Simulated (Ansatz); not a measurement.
**SiH4O (silanol): CCSDT/STO-3G**

What is the energy change on altering one bond length of SiH4O (silanol) at CCSDT/STO-3G? 

Program for the calculation: Ansatz 0.2.0.

47 further runs of the same task are left out: 47 set aside as unsound or not needed.

## (1) The system as given

SiH4O: 6 atoms, total charge 0, spin state singlet. SMILES: `O[SiH3]`. The coordinates come from a PBE0-D4/def2-TZVP relaxation.

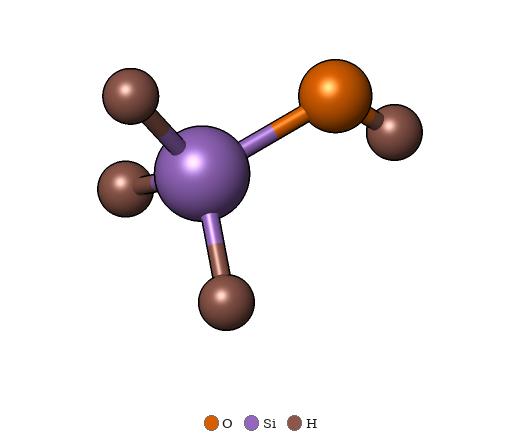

The structure, seen from a chosen angle (oxygen orange, silicon purple, hydrogen brown).

## (2) A single-point energy at CCSDT/STO-3G

job.yaml

```yaml
crystal:
  periodic: [false, false, false]
  atoms:
    - {symbol: O, position_ang: [0.636700, -1.030300, 0.419000]}
    - {symbol: Si, position_ang: [-0.035700, 0.346500, -0.187000]}
    - {symbol: H, position_ang: [0.069100, -1.629200, 0.904700]}
    - {symbol: H, position_ang: [-1.128300, 0.045700, -1.152800]}
    - {symbol: H, position_ang: [1.060500, 1.064900, -0.875600]}
    - {symbol: H, position_ang: [-0.602300, 1.202400, 0.891700]}
basis:
  gaussian: {orbitals: STO-3G}
correlation: {method: ccsdt, frozen_orbitals: {H: 0, O: 1, Si: 5}}
accuracy: high
scf: {omitted_lower_state_checks: [cluster_reference, increment]}
```

Run with:

```sh
$ ansatz run job.yaml --threads 1 --pin off --max-ram 2610MiB --events-out events.jsonl --progress --plain --runs-dir runs
```

The program printed, cut to the lines that bear on the results:

```text
Warning: RAYON_NUM_THREADS=1 ignored (pool sized by the plan → 1); use --threads N
Functional definition: HF
  name "HF"
[...]
314 factors; integrals over basis functions are off by at most 3.0e-8 eV
[...]
mean field -9844.05363517 eV, -361.7622985532 hartree, gradient 8.8e-9 eV, S^2 0.000000; 0 other end points of the search recorded, 0 dependent functions left out
6 core orbitals not correlated: weight in the atoms' cores, before any rotation towards them, 1.000 or more for the frozen orbitals, at most 0.000 for the correlated occupied ones
reference -9844.05363517 eV, -361.7622985532 hartree; 7, 7 occupied and 5, 5 virtual orbitals, 314 factors
second order -2.03876914 eV of doubles, -0.00000000 eV of singles
cycle   1  -2.52454557 eV  change   -4.9e-1 eV  update   6.4e-2
[...]
cycle  20  -2.84232144 eV  change   -1.2e-9 eV  update  7.8e-10
Total energy: -9846.89595661 eV, -361.8667519396 hartree
Checks for a lower state left out: cluster_reference, increment
```

Wall time 0.2 s (1 thread of Arm Neoverse V2, shared host).

## (3) The distorted shape at the same level

job.yaml

```yaml
crystal:
  periodic: [false, false, false]
  atoms:
    - {symbol: O, position_ang: [0.362682, -1.209879, 0.591130]}
    - {symbol: Si, position_ang: [-0.309718, 0.166921, -0.014870]}
    - {symbol: H, position_ang: [-0.204918, -1.808779, 1.076830]}
    - {symbol: H, position_ang: [-1.402318, -0.133879, -0.980670]}
    - {symbol: H, position_ang: [1.060500, 1.064900, -0.875600]}
    - {symbol: H, position_ang: [-0.876318, 1.022821, 1.063830]}
basis:
  gaussian: {orbitals: STO-3G}
accuracy: high
correlation: {method: ccsdt, frozen_orbitals: {H: 0, O: 1, Si: 5}}
scf: {omitted_lower_state_checks: [cluster_reference, increment]}
```

Run with:

```sh
$ ansatz run job.yaml --threads 1 --pin off --max-ram 2610MiB --events-out events.jsonl --progress --plain --runs-dir runs
```

The program printed, cut to the lines that bear on the results:

```text
Warning: RAYON_NUM_THREADS=1 ignored (pool sized by the plan → 1); use --threads N
Functional definition: HF
  name "HF"
[...]
314 factors; integrals over basis functions are off by at most 3.0e-8 eV
[...]
mean field -9842.37289233 eV, -361.7005323930 hartree, gradient 1.2e-8 eV, S^2 0.000000; 0 other end points of the search recorded, 0 dependent functions left out
6 core orbitals not correlated: weight in the atoms' cores, before any rotation towards them, 1.000 or more for the frozen orbitals, at most 0.000 for the correlated occupied ones
reference -9842.37289233 eV, -361.7005323930 hartree; 7, 7 occupied and 5, 5 virtual orbitals, 314 factors
second order -2.26809335 eV of doubles, -0.00000000 eV of singles
cycle   1  -2.84971668 eV  change   -5.8e-1 eV  update   7.6e-2
[...]
cycle  22  -3.26013456 eV  change   4.2e-10 eV  update  5.8e-10
Total energy: -9845.63302688 eV, -361.8203401282 hartree
Checks for a lower state left out: cluster_reference, increment
```

Wall time 0.2 s (1 thread of Arm Neoverse V2, shared host).

## (4) Summary of results

At CCSDT/STO-3G, 6 core orbitals frozen:

| quantity | value |
| --- | --- |
| first shape: total energy | -361.86675 Eh |
| first shape: correlation energy (6 core orbitals frozen) | -104.5 mEh |
| first shape: T1 diagnostic | 0.008 |
| distorted shape: total energy | -361.82034 Eh |
| distorted shape: correlation energy (6 core orbitals frozen) | -119.8 mEh |
| distorted shape: T1 diagnostic | 0.008 |
| energy change with the Si2–H5 bond stretched from 1.481 to 1.851 Å | 1.263 eV |

In words: With the Si2–H5 bond stretched from 1.481 to 1.851 Å the energy rises by 1.26 eV (29 kcal/mol). The first shape isn't relaxed at this level, so the change isn't measured from a minimum. The minimal basis adds a large error of its own.
